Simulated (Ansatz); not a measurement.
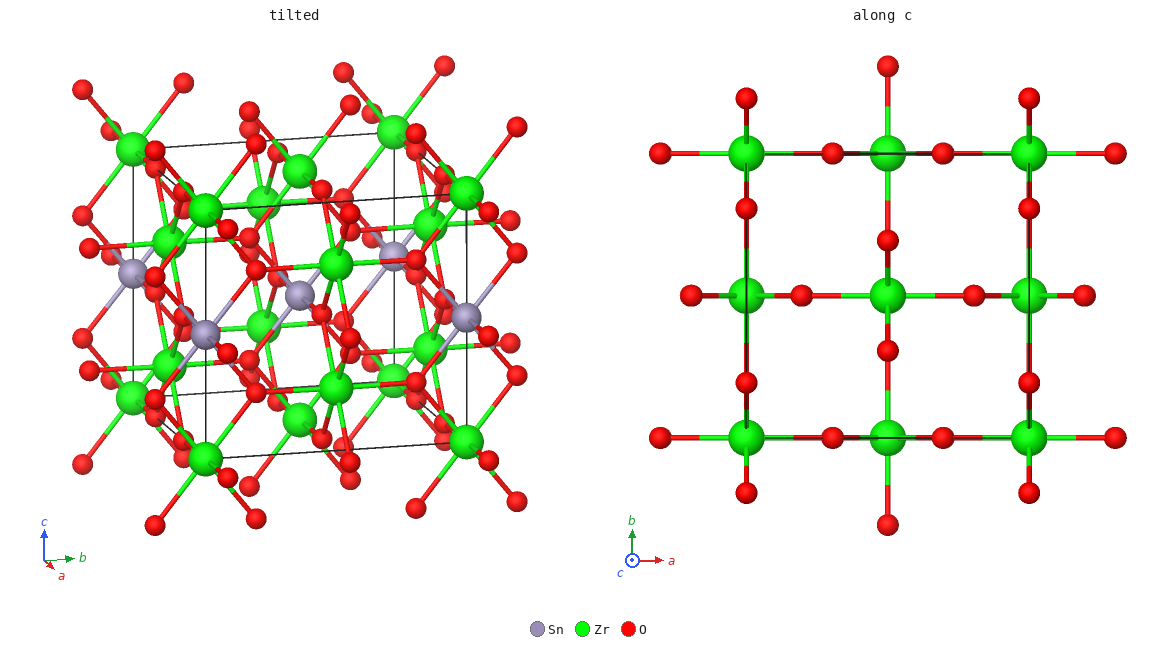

Ball-and-stick drawing of the structure, looking slightly off an axis and along the c axis. Lines trace the edges of the conventional unit cell. Some neighbours outside the box are added.

Zr3SnO8, space group Cmmm (No. 65), a = 6.831 Å, b = 6.872 Å, c = 6.489 Å, α = 90.00°, β = 90.00°, γ = 90.00°. Starting structure: a structure type filled with these elements by a generator (whether the compound takes this form wasn't checked). Earlier steps of the study may have refined or changed the cell and positions. It was the input of a calculation with Ansatz.

This one geometry was computed with Ansatz (DFT, plane waves, PAW) at five levels of theory: HSE06, r2SCAN, PBE0, PBE and PBE with spin-orbit coupling. It was relaxed beforehand with r2SCAN.

### Which level gives the highest pressure at this volume, and what does that say about its equilibrium volume?

Highest: PBE (4.2 GPa) and PBE with spin-orbit coupling (4.2 GPa), which points to the largest equilibrium volume. Lowest, with the smallest volume: HSE06 (-1.9 GPa) and PBE0 (-1.9 GPa). Levels within 0.5 GPa of each other can't be told apart.

### How does the band gap change with the level of theory?

PBE: a gap of 2.76 eV, direct; PBE with spin-orbit coupling: a gap of 2.77 eV, direct; r2SCAN: a gap of 3.33 eV, direct; HSE06: a gap of 4.39 eV, direct; PBE0: a gap of 5.14 eV, direct.

### Collect the results in a table.

| level | cutoff (eV) | k-mesh of the run's cell | gap (eV) | pressure (GPa) |
| --- | --- | --- | --- | --- |
| HSE06 | 420 | 4×4×2 | 4.39 | -1.9 |
| r2SCAN | 500 | 6×6×4 | 3.33 | 0.0 |
| PBE0 | 420 | 4×4×2 | 5.14 | -1.9 |
| PBE | 420 | 6×6×4 | 2.76 | 4.2 |
| PBE with spin-orbit coupling | 420 | 6×6×4 | 2.77 | 4.2 |

Gaps are taken on the k-mesh or band path of each run.
